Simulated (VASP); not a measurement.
Band structure of Mg2Au (space group Fd-3m). These are PBE GGA, VASP's PBE PAW potentials (set 64) (plane waves; VASP) values and carry that method's errors.

Unless said otherwise, spin-orbit coupling is left out, though it shifts the bands of the heavy elements here.

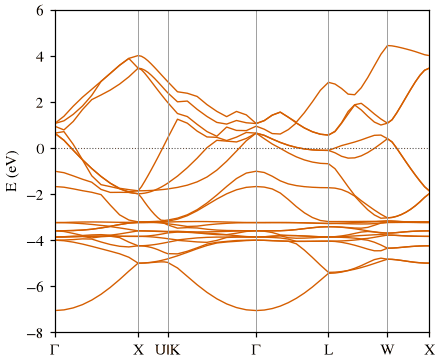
*Bands along high-symmetry lines, zero at the valence-band maximum or, without a gap, the Fermi level*

**Question.** Read the plot: is there a gap, and where are the band edges?

**Answer.** It has no gap at this level: it comes out as a metal or semimetal.

The structure was generated: Mg2Au was put into an ordered model structure, which need not be its known phase. The cell was not relaxed at this level.
